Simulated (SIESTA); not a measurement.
Band structure of ZrNi₅ (F-43m, 6 atoms in the cell).

```yaml
crystal:
  lattice:
    - [0.00000, 3.24604, 3.24604]
    - [3.24604, 0.00000, 3.24604]
    - [3.24604, 3.24604, 0.00000]
  atoms:
    - { symbol: Zr, position: [0.00000, 0.00000, 0.00000] }
    - { symbol: Ni, position: [0.25000, 0.25000, 0.25000], spin: 2.0 }
    - { symbol: Ni, position: [0.62347, 0.62347, 0.62347] }
    - { symbol: Ni, position: [0.12959, 0.62347, 0.62347] }
    - { symbol: Ni, position: [0.62347, 0.62347, 0.12959] }
    - { symbol: Ni, position: [0.62347, 0.12959, 0.62347] }
```
(The spins are starting values, not results.)

Method: SIESTA 5.4.2 with GGA PBEsol, numerical atomic orbitals DZP, PseudoDojo PBEsol standard norm-conserving potentials (rewritten from UPF to PSML).

Settings: XC.functional = GGA; XC.authors = PBEsol; potentials = PseudoDojo PBEsol standard; PAO.BasisSize = DZP; PAO.EnergyShift = 0.01 Ry; MeshCutoff = 300 Ry; kgrid.MonkhorstPack = 6 6 6; OccupationFunction = MP; OccupationMPOrder = 0; ElectronicTemperature = 272 meV; Spin = polarized; DM.InitSpin = [1 +0.00, 2 +2.00, 3 +0.00, 4 +0.00, 5 +0.00, 6 +0.00]; MaxSCFIterations = 150; SCF.Mixer.Method = Broyden.

The starting cell comes from a database of computed structures (which also holds hypothetical and non-ambient phases and stackings), without a prior relaxation at this level. Its lattice was rescaled by a random factor within 2.5 % of one. The starting moments vanished: the run ended non-magnetic, which need not be the lowest state. Values carry the incompleteness of an atom-centred basis.

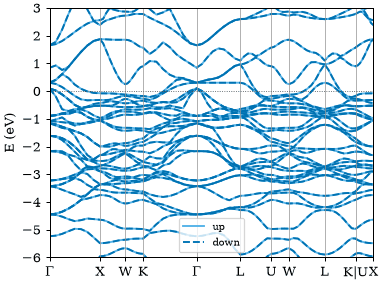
Figure: Bands along the path, energies from the Fermi level.

Levels in eV from the Fermi level, bands 49 to 54 of the first spin channel:
```tsv
point	49	50	51	52	53	54
Γ	0.10	0.10	0.30	0.30	0.30	0.84
X	-0.52	-0.43	-0.32	-0.08	1.87	1.87
W	-0.44	-0.28	-0.17	-0.12	0.25	1.85
K	-0.53	-0.34	-0.27	-0.17	0.90	1.57
L	-0.73	-0.64	0.30	0.97	0.97	1.10
U	-0.53	-0.34	-0.27	-0.17	0.90	1.57
```

Bands cross the Fermi level along this path, so the cell is metallic at this level.

Higher empty bands are left out: an atom-centred basis made for the valence describes them poorly.

The net moment of the cell came out as 0.01 μB.
